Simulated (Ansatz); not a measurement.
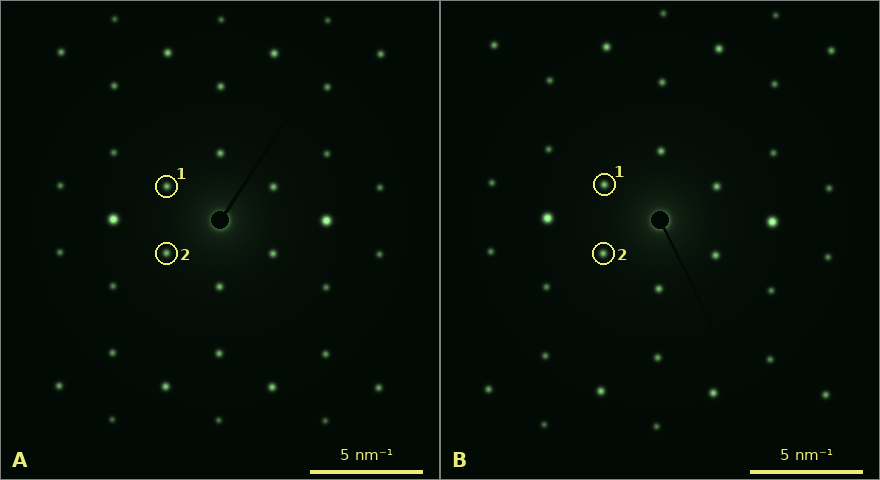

Kinematic electron diffraction patterns (300 kV, B = 0.5 Å², same scale) along [010] of the run's own cell, for the start and the end of one relaxation of Hf2Si3 with DFT PBE, scalar-relativistic, plane waves, PAW in Ansatz. k mesh 12×12×12. The start is a generated model structure, and the relaxation ends in the nearest stationary point of its symmetry, not necessarily the ground state. Spot 1 is -1 0 0 and spot 2 is 0 0 1 in both.

Start structure:

```
CELL_PARAMETERS angstrom
1.97994 1.14312 6.47123
-1.97994 1.14312 6.47123
0.00000 -2.28624 6.47123
ATOMIC_POSITIONS crystal
Hf 0.41074 0.41074 0.41074
Hf 0.58926 0.58926 0.58926
Si 0.00000 0.00000 0.00000
Si 0.16979 0.16979 0.16979
Si 0.83021 0.83021 0.83021
```

Which pattern belongs to the start structure, and which to the relaxed one?

Answer. B is the start: its cell gives d(1) = 3.377 Å, d(2) = 3.377 Å and an angle of 63.0°. A is the relaxed structure, with d(1) = 3.541 Å (+4.9 %), d(2) = 3.541 Å (+4.9 %) and 64.1°.

Summarise the relaxation behind the change.

Answer. The volume changed by -1.5 % to 17.31 Å³ an atom; with the mean shift removed, the atoms moved by up to 0.12 Å relative to the cell (Si most); the space group stayed R-3m (No. 166); the free energy fell by 15 meV an atom. Relaxed cell: a = 6.210 Å, b = 6.210 Å, c = 6.210 Å, α = 39.32°, β = 39.32°, γ = 39.32°.
